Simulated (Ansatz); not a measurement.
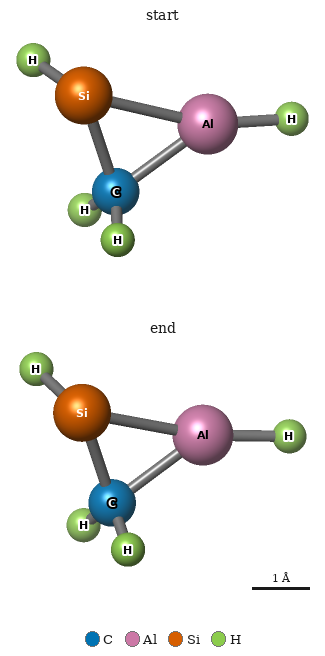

The structure of CH₄AlSi (multiplicity 2) before (top) and after (bottom) a relaxation, at one scale.

The picture is a ball-and-stick view, seen face on.

Method: UKS PBE0-D4/def2-TZVP in Ansatz 0.2.0. Set-up: force threshold 0.005 eV/Å; at most 200 steps.

### Describe what moved and what it gained.

The atom that moves furthest after the best rigid fit is an H atom (0.19 Å). By element the largest moves are H 0.19 Å, Al 0.14 Å, Si 0.08 Å, C 0.07 Å. Some distances before and after: C–Si 2.004 → 1.902 Å, Al–Si 2.377 → 2.336 Å, Al–H 1.606 → 1.581 Å, Al–C 2.011 → 1.992 Å. Among the angles between lasting bonds that change: Al–C–H 113.2° → 103.8°, Si–C–H 119.0° → 124.0°, Al–Si–H 113.2° → 108.2°. After 7 accepted moves (8 points after the start) the energy has fallen by 14.6 kJ/mol. Largest force component: 1.2 eV/Å at the start, 0.0014 eV/Å at the end. The line search rejected the trial step at point 5 of the run. Cost: 36 s on 2 threads of Arm Neoverse V1, on a shared host.
